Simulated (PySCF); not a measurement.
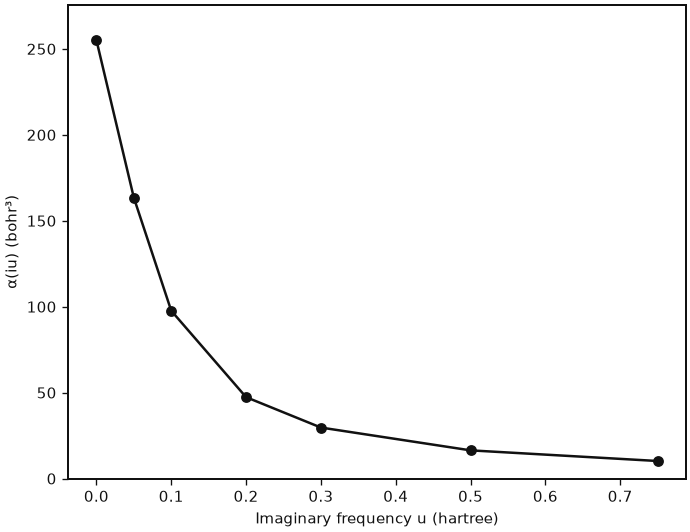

Dipole polarisability at imaginary frequency of Pt⁻ ([Xe] 4f¹⁴ 5d⁹ 6s²). Coupled response at the HF level; PySCF, x2c-TZVPPall plus 1 diffuse shell for each l, spin-free X2C-1e, unrestricted single determinants, no spin-orbit coupling.

### Describe the response.

The static dipole polarisability is 255 bohr³; α(iu) falls to half of it near u = 0.073 hartree. The Casimir–Polder integral gives C₆ = 3790 hartree bohr⁶ for two such species.
